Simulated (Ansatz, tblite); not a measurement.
# [Cu(NH3)3F]+ (CuFH₉N₃+): one state, many levels

How do method and basis change the picture of [Cu(NH3)3F]+ (CuFH₉N₃+) (doublet)?

The runs use Ansatz 0.2.0, Gaussian basis; as each input shows.

The runs, in order: GFN1-xTB, GFN2-xTB, PBE-D4/def2-TZVP, r2SCAN-D4/def2-TZVP, LDA/def2-TZVP, ωB97M-V/def2-TZVP, BLYP-D4/def2-TZVP, PBE-D4/def2-SVP, PBE0-D4/def2-SVP, CCSD(T)/def2-SVP, MP2/def2-TZVP, RPA/def2-TZVP.

2 further runs of the same task are left out: 2 set aside as unsound or not needed. Runs told in other sessions of the task aren't counted.

**1. The structure**

The geometry is that of the doublet, from an earlier relaxation (PBE-D4/def2-SVP).

14 atoms, charge 1, spin multiplicity 2.

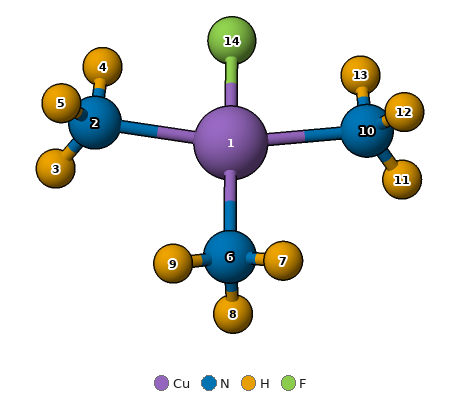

The geometry (copper purple, nitrogen blue, hydrogen amber, fluorine green); atoms are numbered from 1 in the order of the file.

As a file:

```
atom     x (Å)     y (Å)     z (Å)
 Cu1   0.00210  -0.30319  -0.00090
  N2   2.03632  -0.59377  -0.02549
  H3   2.58251  -0.27805  -0.83984
  H4   1.93161  -1.62521  -0.07840
  H5   2.57935  -0.36878   0.82061
  N6  -0.00212   1.75052   0.03506
  H7  -0.77718   2.14587   0.58901
  H8  -0.10129   2.15033  -0.91173
  H9   0.86209   2.15796   0.42302
 N10  -2.03266  -0.59583   0.01201
 H11  -2.60201  -0.26213  -0.77903
 H12  -2.55149  -0.39065   0.87804
 H13  -1.92946  -1.62590  -0.06442
 F14   0.00222  -2.16118  -0.05793
```

Formally the metal is d9. No spin-orbit coupling is included. The ion is computed in the gas phase, without counter-ions or solvent.

PBE0-D4/def2-TZVP was run before; its log isn't repeated, and its numbers join the tables.

**2. GFN1-xTB**

Tight binding, by tblite at 300 K electronic temperature and without a spin-polarisation term:

```python
tblite.interface.Calculator('GFN1-xTB', numbers, positions, charge=1, uhf=1).singlepoint()
```

Energy -646.5278 eV; 0.008 s.

**3. GFN2-xTB**

Tight binding, by tblite at 300 K electronic temperature and without a spin-polarisation term:

```python
tblite.interface.Calculator('GFN2-xTB', numbers, positions, charge=1, uhf=1).singlepoint()
```

Energy -587.3980 eV; 0.005 s.

**4. PBE-D4/def2-TZVP**

start.molden holds the orbitals of an earlier run on this state, given as this run's starting guess.

Input file in.yaml:

```yaml
crystal:
  periodic: [false, false, false]
  atoms:
    - {symbol: Cu, position_ang: [0.002102, -0.303194, -0.000901]}
    - {symbol: N, position_ang: [2.036316, -0.593774, -0.025487]}
    - {symbol: H, position_ang: [2.582508, -0.278047, -0.839838]}
    - {symbol: H, position_ang: [1.931611, -1.625214, -0.078400]}
    - {symbol: H, position_ang: [2.579350, -0.368783, 0.820607]}
    - {symbol: N, position_ang: [-0.002122, 1.750521, 0.035061]}
    - {symbol: H, position_ang: [-0.777182, 2.145865, 0.589007]}
    - {symbol: H, position_ang: [-0.101295, 2.150331, -0.911730]}
    - {symbol: H, position_ang: [0.862094, 2.157965, 0.423020]}
    - {symbol: N, position_ang: [-2.032657, -0.595826, 0.012006]}
    - {symbol: H, position_ang: [-2.602014, -0.262132, -0.779026]}
    - {symbol: H, position_ang: [-2.551485, -0.390649, 0.878036]}
    - {symbol: H, position_ang: [-1.929462, -1.625900, -0.064417]}
    - {symbol: F, position_ang: [0.002225, -2.161181, -0.057927]}
basis:
  gaussian: {orbitals: def2-TZVP, initial_orbitals: start.molden}
total_charge: 1
magnetization: {spin_polarized: true, initial_magnetization: 1}
hamiltonian: {xc: pbe, dispersion: d4}
scf: {omitted_lower_state_checks: [starts]}
output: {orbitals: {seedname: orbitals}}
```

Run with:

```sh
ansatz run in.yaml --threads 4 --pin off --events-out ev --progress --plain --max-ram 4787MiB
```

The log of the run:

```text
Functional definition: PBE
  name "PBE"
  cite "Perdew, Burke & Ernzerhof, Phys. Rev. Lett. 77, 3865 (1996) doi:10.1103/PhysRevLett.77.3865"
  parent pbe
  parameter kappa = 0.804
  parameter beta = 0.06672455060314922
  exchange = pbe_x(kappa = kappa, mu = beta*pi^2/3)
  correlation = pbe_c(beta = beta)
these checks for a lower state are left out or cut short: starts
1470 factors; their error is unknown
mean field evaluation 1: about -51959.3523 eV, gradient 8.7e0 eV
mean field evaluation 2: about -51959.6497 eV, gradient 4.3e-1 eV
mean field evaluation 4: about -51959.5875 eV, gradient 3.2e-1 eV
mean field evaluation 8: about -51959.5877 eV, gradient 2.3e-5 eV
mean field -51959.58771358 eV, -1909.4796290006 hartree, gradient 2.3e-5 eV, S^2 0.751425; 0 other end points of the search recorded, 0 dependent functions left out
reference -51959.58776329 eV, -1909.4796308273 hartree; 34, 33 occupied and 189, 190 virtual orbitals, 1470 factors
Total energy: -51959.80932993 eV, -1909.4877732513 hartree
Checks for a lower state left out: starts
```

Wall time 4.6 s (4 threads of Arm Neoverse V1, shared host).

HOMO -9.78 eV, LUMO -8.61 eV (over both spins); ⟨S²⟩ 0.751 (pure: 0.75).

**5. r2SCAN-D4/def2-TZVP**

in.yaml: that of step 4 with these lines changed.

```diff
@@ -21,4 +21,4 @@
 magnetization: {spin_polarized: true, initial_magnetization: 1}
-hamiltonian: {xc: pbe, dispersion: d4}
+hamiltonian: {xc: r2scan, dispersion: d4}
 scf: {omitted_lower_state_checks: [starts]}
-output: {orbitals: {seedname: orbitals}}
+output: {forces: true, orbitals: {seedname: orbitals}}
```

The command is unchanged.

The log of the run, cut to the lines that bear on the results:

```text
Functional definition: r2SCAN
  name "r2SCAN"
  cite "Furness, Kaplan, Ning, Perdew & Sun, J. Phys. Chem. Lett. 11, 8208 (2020) doi:10.1021/acs.jpclett.0c02405"
  cite "Furness, Kaplan, Ning, Perdew & Sun, J. Phys. Chem. Lett. 11, 9248 (2020) doi:10.1021/acs.jpclett.0c03077"
  parent r2scan
[...]
1470 factors; their error is unknown
[...]
mean field -51970.64949307 eV, -1909.8861418988 hartree, gradient 2.7e-5 eV, S^2 0.752958; 0 other end points of the search recorded, 0 dependent functions left out
[...]
reference -51970.64950914 eV, -1909.8861424894 hartree; 34, 33 occupied and 189, 190 virtual orbitals, 1470 factors
Total energy: -51970.70727475 eV, -1909.8882653364 hartree
Atom 0 at     0.002102    -0.303194    -0.000901 Å, force    -0.002170    -0.240432    -0.003066 eV/Å
Atom 1 at     2.036316    -0.593774    -0.025487 Å, force     0.300275    -0.213881    -0.009108 eV/Å
[...]
Atom 5 at    -0.002122     1.750521     0.035061 Å, force    -0.008764     0.467731    -0.004353 eV/Å
Atom 6 at    -0.777182     2.145865     0.589007 Å, force     0.403220    -0.239057    -0.284999 eV/Å
Atom 7 at    -0.101295     2.150331    -0.911730 Å, force     0.051821    -0.244362     0.485246 eV/Å
Atom 8 at     0.862094     2.157965     0.423020 Å, force    -0.448058    -0.246843    -0.199001 eV/Å
Atom 9 at    -2.032657    -0.595826     0.012006 Å, force    -0.297937    -0.210253    -0.007628 eV/Å
Atom 10 at    -2.602014    -0.262132    -0.779026 Å, force     0.335423    -0.184287     0.435521 eV/Å
Atom 11 at    -2.551485    -0.390649     0.878036 Å, force     0.301480    -0.103905    -0.471237 eV/Å
Atom 12 at    -1.929462    -1.625900    -0.064417 Å, force    -0.156066     0.554102     0.038793 eV/Å
Atom 13 at     0.002225    -2.161181    -0.057927 Å, force     0.001135     0.396731     0.011381 eV/Å
Dipole moment:    -0.003889     1.375818     0.028055 e Å
Checks for a lower state left out: starts
```

Run time: 11 s. Hardware: 4 threads of Arm Neoverse V1, shared host.

HOMO -10.28 eV, LUMO -8.34 eV (over both spins); ⟨S²⟩ 0.753 (pure: 0.75).

**6. LDA/def2-TZVP**

in.yaml: that of step 5 with these lines changed.

```diff
@@ -21,4 +21,4 @@
 magnetization: {spin_polarized: true, initial_magnetization: 1}
-hamiltonian: {xc: r2scan, dispersion: d4}
+hamiltonian: {xc: lda}
 scf: {omitted_lower_state_checks: [starts]}
-output: {forces: true, orbitals: {seedname: orbitals}}
+output: {orbitals: {seedname: orbitals}}
```

The command is unchanged.

The log of the run:

```text
Functional definition: SPW92
  name "SPW92"
  cite "Dirac, Proc. Camb. Phil. Soc. 26, 376 (1930) doi:10.1017/S0305004100016108"
  cite "Slater, Phys. Rev. 81, 385 (1951) doi:10.1103/PhysRev.81.385"
  cite "Perdew & Wang, Phys. Rev. B 45, 13244 (1992) doi:10.1103/PhysRevB.45.13244"
  exchange = slater_x
  correlation = pw_c
these checks for a lower state are left out or cut short: starts
1470 factors; their error is unknown
mean field evaluation 1: about -51843.1321 eV, gradient 3.3e1 eV
mean field evaluation 2: about -51843.8630 eV, gradient 1.3e0 eV
mean field evaluation 4: about -51843.8373 eV, gradient 3.2e-1 eV
mean field evaluation 8: about -51843.8375 eV, gradient 1.8e-5 eV
mean field -51843.83754641 eV, -1905.2258888154 hartree, gradient 1.8e-5 eV, S^2 0.751140; 0 other end points of the search recorded, 0 dependent functions left out
reference -51843.83759031 eV, -1905.2258904286 hartree; 34, 33 occupied and 189, 190 virtual orbitals, 1470 factors
Total energy: -51843.83759031 eV, -1905.2258904286 hartree
Checks for a lower state left out: starts
```

It took 2.4 s on 4 threads of Arm Neoverse V1, shared host.

Report: HOMO -9.85 eV, LUMO -8.97 eV (over both spins); ⟨S²⟩ 0.751 (pure: 0.75).

**7. ωB97M-V/def2-TZVP**

in.yaml: that of step 6 with these lines changed.

```diff
@@ -21,3 +21,3 @@
 magnetization: {spin_polarized: true, initial_magnetization: 1}
-hamiltonian: {xc: lda}
+hamiltonian: {xc: {name: wB97M-V}}
 scf: {omitted_lower_state_checks: [starts]}
```

Same command.

The log of the run, cut to the lines that bear on the results:

```text
Functional definition: wB97M-V
  name "wB97M-V"
  cite "Mardirossian & Head-Gordon, J. Chem. Phys. 144, 214110 (2016) doi:10.1063/1.4952647"
  cite "Becke, J. Chem. Phys. 107, 8554 (1997) doi:10.1063/1.475007"
  cite "Vydrov & Van Voorhis, J. Chem. Phys. 133, 244103 (2010) doi:10.1063/1.3521275"
  # Of w^i u^j: cxij and so on, Table III.
[...]
  gx(w, u) = 1 - cx + cx01*u + cx10*w
  gss(w, u) = css00 + css04*u^4 + css10*w + css20*w^2 + css43*w^4*u^3
  gos(w, u) = cos00 + cos10*w + (cos20 + cos21*u)*w^2 + (cos60 + cos61*u)*w^6
[...]
      + integral(e_c_pw_mod_opposite_spin*gos(b97_w_opposite, b97_u_opposite)) + vv10(b, c)
[...]
1548 factors; their error is unknown
384 factors; integrals over basis functions are off by at most 8.5e-6 eV
[...]
mean field -51968.87142342 eV, -1909.8207990444 hartree, gradient 1.2e-5 eV, S^2 0.752732; 0 other end points of the search recorded, 0 dependent functions left out
reference -51968.87147805 eV, -1909.8208010522 hartree; 34, 33 occupied and 189, 190 virtual orbitals, 1548 factors
Total energy: -51968.87147805 eV, -1909.8208010522 hartree
Checks for a lower state left out: starts
```

It took 24 s on 4 threads of Arm Neoverse V1, shared host; peak memory 1.3 GiB.

Report: HOMO -14.34 eV, LUMO -4.74 eV (over both spins); ⟨S²⟩ 0.753 (pure: 0.75).

**8. BLYP-D4/def2-TZVP**

in.yaml: that of step 7 with these lines changed.

```diff
@@ -21,3 +21,3 @@
 magnetization: {spin_polarized: true, initial_magnetization: 1}
-hamiltonian: {xc: {name: wB97M-V}}
+hamiltonian: {xc: {name: BLYP}, dispersion: d4}
 scf: {omitted_lower_state_checks: [starts]}
```

Same command.

The log of the run:

```text
Functional definition: BLYP
  name "BLYP"
  cite "Becke, Phys. Rev. A 38, 3098 (1988) doi:10.1103/PhysRevA.38.3098"
  cite "Lee, Yang & Parr, Phys. Rev. B 37, 785 (1988) doi:10.1103/PhysRevB.37.785"
  parameter beta = 0.0042
  parameter a = 0.04918
  parameter b = 0.132
  parameter c = 0.2533
  parameter d = 0.349
  exchange = b88_x(beta = beta)
  correlation = lyp_c(a = a, b = b, c = c, d = d)
these checks for a lower state are left out or cut short: starts
1470 factors; their error is unknown
mean field evaluation 1: about -51974.6853 eV, gradient 1.2e1 eV
mean field evaluation 2: about -51975.1330 eV, gradient 5.3e-1 eV
mean field evaluation 4: about -51975.0700 eV, gradient 3.3e-1 eV
mean field evaluation 8: about -51975.0703 eV, gradient 2.0e-5 eV
mean field -51975.07029605 eV, -1910.0486034118 hartree, gradient 2.0e-5 eV, S^2 0.751395; 0 other end points of the search recorded, 0 dependent functions left out
reference -51975.07068183 eV, -1910.0486175892 hartree; 34, 33 occupied and 189, 190 virtual orbitals, 1470 factors
Total energy: -51975.55308968 eV, -1910.0663457506 hartree
Checks for a lower state left out: starts
```

It took 5 s on 4 threads of Arm Neoverse V1, shared host.

From the report: HOMO -9.70 eV, LUMO -8.54 eV (over both spins); ⟨S²⟩ 0.751 (pure: 0.75).

**9. PBE-D4/def2-SVP**

in.yaml: that of step 8 with these lines changed.

```diff
@@ -18,6 +18,6 @@
 basis:
-  gaussian: {orbitals: def2-TZVP, initial_orbitals: start.molden}
+  gaussian: {orbitals: def2-SVP, initial_orbitals: start.molden}
 total_charge: 1
 magnetization: {spin_polarized: true, initial_magnetization: 1}
-hamiltonian: {xc: {name: BLYP}, dispersion: d4}
+hamiltonian: {xc: pbe, dispersion: d4}
 scf: {omitted_lower_state_checks: [starts]}
```

Same command.

The log of the run:

```text
Functional definition: PBE
  name "PBE"
  cite "Perdew, Burke & Ernzerhof, Phys. Rev. Lett. 77, 3865 (1996) doi:10.1103/PhysRevLett.77.3865"
  parent pbe
  parameter kappa = 0.804
  parameter beta = 0.06672455060314922
  exchange = pbe_x(kappa = kappa, mu = beta*pi^2/3)
  correlation = pbe_c(beta = beta)
these checks for a lower state are left out or cut short: starts
1570 factors; their error is unknown
mean field evaluation 1: about -51943.5611 eV, gradient 9.5e0 eV
mean field evaluation 2: about -51944.1406 eV, gradient 6.8e-1 eV
mean field evaluation 4: about -51944.0605 eV, gradient 2.2e-1 eV
mean field evaluation 8: about -51944.0607 eV, gradient 1.6e-5 eV
mean field -51944.06065106 eV, -1908.9090199775 hartree, gradient 1.6e-5 eV, S^2 0.751234; 0 other end points of the search recorded, 0 dependent functions left out
reference -51944.06072074 eV, -1908.9090225384 hartree; 34, 33 occupied and 98, 99 virtual orbitals, 1570 factors
Total energy: -51944.28228739 eV, -1908.9171649624 hartree
Checks for a lower state left out: starts
```

Wall time 2.9 s (4 threads of Arm Neoverse V1, shared host).

From the report: HOMO -9.51 eV, LUMO -8.36 eV (over both spins); ⟨S²⟩ 0.751 (pure: 0.75).

**10. PBE0-D4/def2-SVP**

in.yaml: that of step 9 with these lines changed.

```diff
@@ -21,3 +21,3 @@
 magnetization: {spin_polarized: true, initial_magnetization: 1}
-hamiltonian: {xc: pbe, dispersion: d4}
+hamiltonian: {xc: pbe0, dispersion: d4}
 scf: {omitted_lower_state_checks: [starts]}
```

The command is unchanged.

The log of the run:

```text
Functional definition: PBE0
  name "PBE0"
  cite "Adamo & Barone, J. Chem. Phys. 110, 6158 (1999) doi:10.1063/1.478522"
  cite "Perdew, Burke & Ernzerhof, Phys. Rev. Lett. 77, 3865 (1996) doi:10.1103/PhysRevLett.77.3865"
  parent pbe
  parameter a = 0.25
  parameter kappa = 0.804
  parameter beta = 0.06672455060314922
  exchange = (1 - a)*pbe_x(kappa = kappa, mu = beta*pi^2/3) + a*exact_x
  correlation = pbe_c(beta = beta)
these checks for a lower state are left out or cut short: starts
1377 factors; integrals over basis functions are off by at most 1.1e-3 eV
mean field evaluation 1: about -51944.0026 eV, gradient 8.8e0 eV
mean field evaluation 2: about -51944.3191 eV, gradient 2.8e-1 eV
mean field evaluation 4: about -51944.6716 eV, gradient 3.5e-3 eV
mean field -51944.67159383 eV, -1908.9314717101 hartree, gradient 4.7e-5 eV, S^2 0.752995; 0 other end points of the search recorded, 0 dependent functions left out
reference -51944.67164521 eV, -1908.9314735985 hartree; 34, 33 occupied and 98, 99 virtual orbitals, 1377 factors
Total energy: -51944.85946678 eV, -1908.9383759137 hartree
Checks for a lower state left out: starts
```

Wall time 3.8 s (4 threads of Arm Neoverse V1, shared host).

From the report: HOMO -11.79 eV, LUMO -6.91 eV (over both spins); ⟨S²⟩ 0.753 (pure: 0.75).

**11. CCSD(T)/def2-SVP**

in.yaml: that of step 10 with these lines changed.

```diff
@@ -21,4 +21,4 @@
 magnetization: {spin_polarized: true, initial_magnetization: 1}
-hamiltonian: {xc: pbe0, dispersion: d4}
-scf: {omitted_lower_state_checks: [starts]}
+correlation: {method: ccsd_t, frozen_orbitals: {Cu: 9, F: 1, H: 0, "N": 1}}
+scf: {omitted_lower_state_checks: [starts, cluster_reference]}
 output: {orbitals: {seedname: orbitals}}
```

The command is unchanged.

The log of the run, cut to the lines that bear on the results:

```text
Functional definition: HF
  name "HF"
  cite "Fock, Z. Phys. 61, 126 (1930) doi:10.1007/BF01340294"
  parent pbe
[...]
1377 factors; integrals over basis functions are off by at most 1.1e-3 eV
[...]
mean field -51877.24274997 eV, -1906.4535074032 hartree, gradient 7.7e-6 eV, S^2 0.753907; 0 other end points of the search recorded, 0 dependent functions left out
13 core orbitals not correlated: weight in the atoms' cores, before any rotation towards them, 1.000 or more for the frozen orbitals, at most 0.000 for the correlated occupied ones
reference -51877.24274997 eV, -1906.4535074032 hartree; 21, 20 occupied and 98, 99 virtual orbitals, 1377 factors
second order -26.85786616 eV of doubles, -0.00000000 eV of singles
cycle   1  -27.04588580 eV  change   -1.9e-1 eV  update   1.3e-1
[...]
cycle  14  -28.05643731 eV  change   -1.1e-5 eV  update   1.4e-5
perturbative correction -0.69259373 eV, -0.0254523500 hartree
Total energy: -51905.99178100 eV, -1907.5100148069 hartree
Checks for a lower state left out: starts, cluster_reference
```

Wall time 1.8 min (4 threads of Arm Neoverse V1, shared host); peak memory 2.3 GiB.

Report: Hartree-Fock HOMO -16.53 eV, LUMO -2.12 eV (over both spins); ⟨S²⟩ 0.754 (pure: 0.75); T1 0.024.

**12. MP2/def2-TZVP**

in.yaml: that of step 11 with these lines changed.

```diff
@@ -18,7 +18,7 @@
 basis:
-  gaussian: {orbitals: def2-SVP, initial_orbitals: start.molden}
+  gaussian: {orbitals: def2-TZVP, initial_orbitals: start.molden}
 total_charge: 1
 magnetization: {spin_polarized: true, initial_magnetization: 1}
-correlation: {method: ccsd_t, frozen_orbitals: {Cu: 9, F: 1, H: 0, "N": 1}}
-scf: {omitted_lower_state_checks: [starts, cluster_reference]}
+correlation: {method: mp2, frozen_orbitals: {Cu: 9, F: 1, H: 0, "N": 1}}
+scf: {omitted_lower_state_checks: [starts]}
 output: {orbitals: {seedname: orbitals}}
```

The command is unchanged.

The log of the run:

```text
Functional definition: HF
  name "HF"
  cite "Fock, Z. Phys. 61, 126 (1930) doi:10.1007/BF01340294"
  parent pbe
  exchange = exact_x
  correlation = 0
these checks for a lower state are left out or cut short: starts
1719 factors; integrals over basis functions are off by at most 1.5e-3 eV
mean field evaluation 1: about -51890.0178 eV, gradient 2.4e1 eV
mean field evaluation 2: about -51892.0653 eV, gradient 5.2e0 eV
mean field evaluation 4: about -51892.1301 eV, gradient 1.3e-1 eV
mean field evaluation 8: about -51892.1303 eV, gradient 1.3e-6 eV
mean field -51892.13025456 eV, -1907.0006131058 hartree, gradient 1.3e-6 eV, S^2 0.754121; 0 other end points of the search recorded, 0 dependent functions left out
13 core orbitals not correlated: weight in the atoms' cores, before any rotation towards them, 1.000 or more for the frozen orbitals, at most 0.000 for the correlated occupied ones
reference -51892.13025456 eV, -1907.0006131058 hartree; 21, 20 occupied and 189, 190 virtual orbitals, 1719 factors
second order -34.67330421 eV of doubles, -0.00000000 eV of singles
Total energy: -51926.80355877 eV, -1908.2748335330 hartree
Checks for a lower state left out: starts
```

Wall time 8 s (4 threads of Arm Neoverse V1, shared host); peak memory 0.69 GiB.

Hartree-Fock HOMO -16.60 eV, LUMO -2.31 eV (over both spins); ⟨S²⟩ 0.754 (pure: 0.75).

**13. RPA/def2-TZVP**

in.yaml: that of step 12 with these lines changed.

```diff
@@ -21,4 +21,4 @@
 magnetization: {spin_polarized: true, initial_magnetization: 1}
-correlation: {method: mp2, frozen_orbitals: {Cu: 9, F: 1, H: 0, "N": 1}}
+hamiltonian: {xc: pbe}
+correlation: {method: rpa, frozen_orbitals: {Cu: 9, F: 1, H: 0, "N": 1}}
 scf: {omitted_lower_state_checks: [starts]}
-output: {orbitals: {seedname: orbitals}}
```

The command is unchanged.

The log of the run, cut to the lines that bear on the results:

```text
Functional definition: PBE
  name "PBE"
  cite "Perdew, Burke & Ernzerhof, Phys. Rev. Lett. 77, 3865 (1996) doi:10.1103/PhysRevLett.77.3865"
  parent pbe
[...]
1719 factors; integrals over basis functions are off by at most 1.5e-3 eV
[...]
mean field -51959.58751080 eV, -1909.4796215487 hartree, gradient 4.6e-6 eV, S^2 0.751425; 0 other end points of the search recorded, 0 dependent functions left out
13 core orbitals not correlated: weight in the atoms' cores, before any rotation towards them, 1.000 or more for the frozen orbitals, at most 0.000 for the correlated occupied ones
reference -51888.05464452 eV, -1906.8508371994 hartree; 21, 20 occupied and 189, 190 virtual orbitals, 1719 factors
Total energy: -51942.53697545 eV, -1908.8530259317 hartree
Checks for a lower state left out: starts
```

Wall time 11 s (4 threads of Arm Neoverse V1, shared host); peak memory 0.68 GiB.

⟨S²⟩ 0.751 (pure: 0.75).

**14. Levels side by side**

```
              level  functions  HOMO (eV)  LUMO (eV)  gap (eV)   ⟨S²⟩   time
      LDA/def2-TZVP        223      -9.85      -8.97      0.88  0.751  2.4 s
    PBE-D4/def2-SVP        132      -9.51      -8.36      1.15  0.751  2.9 s
   PBE-D4/def2-TZVP        223      -9.78      -8.61      1.16  0.751  4.6 s
  BLYP-D4/def2-TZVP        223      -9.70      -8.54      1.16  0.751    5 s
r2SCAN-D4/def2-TZVP        223     -10.28      -8.34      1.94  0.753   11 s
   PBE0-D4/def2-SVP        132     -11.79      -6.91      4.87  0.753  3.8 s
  PBE0-D4/def2-TZVP        223     -11.97      -6.97      5.01  0.753   10 s
  ωB97M-V/def2-TZVP        223     -14.34      -4.74      9.60  0.753   24 s
```

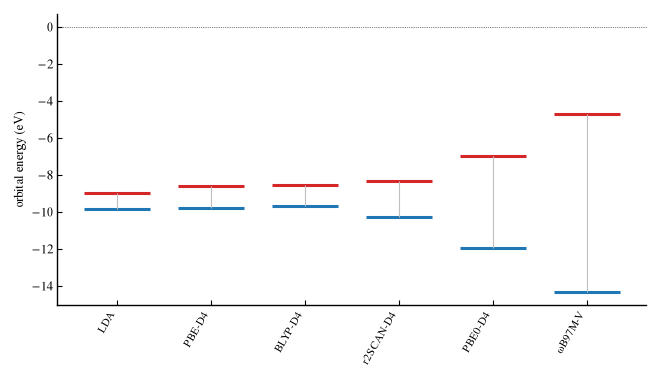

Highest filled (blue) and lowest empty (red) level in def2-TZVP, over both spins.

Energy pieces by basis (eV):

```
    basis           HF  MP2 correlation  CCSD correlation      (T)              total
 def2-SVP  -51877.2427         -26.8579          -28.0564  -0.6926        -51905.9918
def2-TZVP  -51892.1303         -34.6733                             -51926.8036 (MP2)
```

The correlation energy is far from converged in these sets, so it jumps between bases; where outer-core shells are correlated, the sets cover them unevenly.

**15. Results**

| quantity | value |
| --- | --- |
| gap in def2-TZVP, named functionals, smallest and largest | 0.88 eV (LDA), 9.60 eV (ωB97M-V) |
| correlation energy, CCSD(T)/def2-SVP | -28.75 eV |
| correlation energy, MP2/def2-TZVP | -34.67 eV |
| ⟨S²⟩ in def2-TZVP, named functionals, smallest and largest | 0.751, 0.753 |
| PBE0 total energy, smallest basis above largest | 15.16 eV (def2-SVP, def2-TZVP) |

In words: Over the named functionals in def2-TZVP the gap runs from 0.88 eV (LDA) to 9.60 eV (ωB97M-V); exact exchange widens it.

The slowest run with a step of its own, CCSD(T)/def2-SVP, took 1.8 min; the quickest functional in def2-TZVP took 2.4 s (shared host).
